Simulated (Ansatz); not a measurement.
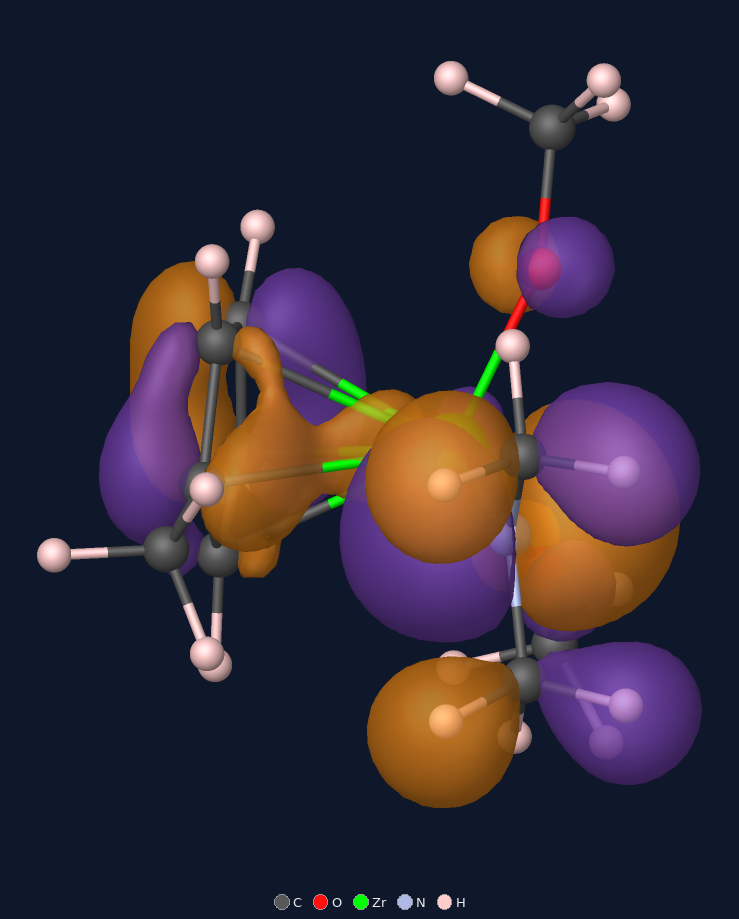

C10H19NO2Zr (SMILES C[O][Zr]1234([O]C)([N](C)C)[CH]5[CH]1[CH]2[C]3(C)[CH]54). The HOMO at ±0.08 Å⁻³ᐟ² (orange and purple are the two phases), seen at an oblique angle.

Geometry: PBE0-D4/def2-TZVP; core potentials replace the inner electrons of Zr.

These are results of RKS PBE0-D4/def2-TZVPP in Ansatz 0.2.0, not measurements.

Input file:

```
crystal:
  periodic: [false, false, false]
  atoms:
    - {symbol: C, position_ang: [-1.817937, 3.115600, 0.500122]}
    - {symbol: O, position_ang: [-1.524870, 1.770098, 0.372286]}
    - {symbol: Zr, position_ang: [-0.575664, 0.190431, -0.232197]}
    - {symbol: O, position_ang: [-1.694339, -0.862917, -1.415924]}
    - {symbol: C, position_ang: [-2.117610, -1.439067, -2.599761]}
    - {symbol: N, position_ang: [-0.452264, -0.966997, 1.460782]}
    - {symbol: C, position_ang: [-0.262256, -0.428232, 2.780372]}
    - {symbol: C, position_ang: [-0.388506, -2.403293, 1.439794]}
    - {symbol: C, position_ang: [0.949329, 1.801888, -1.511452]}
    - {symbol: C, position_ang: [0.880530, 0.637640, -2.290768]}
    - {symbol: C, position_ang: [1.496250, -0.409198, -1.562870]}
    - {symbol: C, position_ang: [1.972861, 0.110969, -0.338116]}
    - {symbol: C, position_ang: [2.775368, -0.620346, 0.683761]}
    - {symbol: C, position_ang: [1.607956, 1.475820, -0.301138]}
    - {symbol: H, position_ang: [-0.972358, 3.743818, 0.187403]}
    - {symbol: H, position_ang: [-2.686515, 3.388851, -0.111225]}
    - {symbol: H, position_ang: [-2.051155, 3.361998, 1.543093]}
    - {symbol: H, position_ang: [-2.963523, -0.886344, -3.026186]}
    - {symbol: H, position_ang: [-2.443415, -2.472488, -2.430621]}
    - {symbol: H, position_ang: [-1.313527, -1.458468, -3.348504]}
    - {symbol: H, position_ang: [0.715199, -0.703224, 3.209944]}
    - {symbol: H, position_ang: [-0.326803, 0.663633, 2.768568]}
    - {symbol: H, position_ang: [-1.031774, -0.792054, 3.478661]}
    - {symbol: H, position_ang: [-1.161637, -2.850227, 2.083715]}
    - {symbol: H, position_ang: [-0.549912, -2.785832, 0.427847]}
    - {symbol: H, position_ang: [0.582940, -2.786274, 1.793755]}
    - {symbol: H, position_ang: [0.542452, 2.768568, -1.771122]}
    - {symbol: H, position_ang: [0.411092, 0.545103, -3.259513]}
    - {symbol: H, position_ang: [1.602851, -1.433805, -1.892945]}
    - {symbol: H, position_ang: [2.522403, -1.681224, 0.707554]}
    - {symbol: H, position_ang: [3.843469, -0.538890, 0.459319]}
    - {symbol: H, position_ang: [2.615818, -0.214205, 1.683590]}
    - {symbol: H, position_ang: [1.815539, 2.158660, 0.511764]}
basis:
  gaussian: {orbitals: def2-TZVPP}
hamiltonian: {xc: pbe0, dispersion: d4}
output: {orbitals: {seedname: orbitals}}
```

Launched as:

```sh
ansatz run in.yaml --threads 11 --pin off --events-out ev --progress --plain --max-ram 166912MiB --backend cuda --devices 0, --max-vram 75GiB
```

### Describe this orbital and give its energy.

It lies mainly on N6 (about 45 %), Zr3 (about 10 %), C7 (about 5 %) and C8 (about 5 %). Its energy is −5.66 eV.
